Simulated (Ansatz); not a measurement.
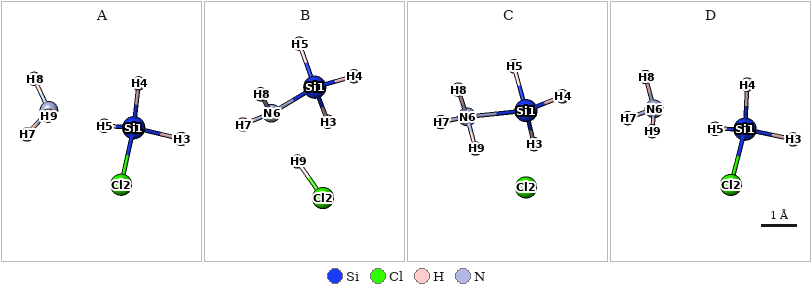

4 geometries from a converged minimum-energy path of SiNH$_{6}$Cl, made up at the start of SiH$_{3}$Cl and NH3, shuffled. Style: ball-and-stick. Shown at a tilt.

All numbers below come from RKS PBE/def2-SVP in Ansatz 0.2.0. Set-up: 7 movable images; climbing image; force threshold 0.03 eV/Å; iteration limit 60; starting path through a guess of the saddle point.

One of them is the converged climbing image. Which?

Answer. C. In order along the path, whose images run from 0 to 8: D (image 2, +0.01 eV), A (image 3, 0.00 eV), C (image 6, +0.60 eV), B (image 8, +0.29 eV). Breaking: N6–H9 (1.03 → 1.11 at the top → 1.72 Å), Si1–Cl2 (2.10 → 2.70 at the top → 3.82 Å). Forming: Cl2–H9 (3.09 → 1.86 at the top → 1.36 Å), Si1–N6 (2.76 → 1.92 at the top → 1.78 Å).

Limits of the set-up: the start holds two separate molecules, 2.8 Å apart at their closest, whose relative position is a soft coordinate and is computed without a dispersion correction.

The run took 3.3 min on 1 thread of Intel(R) Xeon(R) 6975P-C (Granite Rapids), on a shared host, peak memory 0.12 GiB.
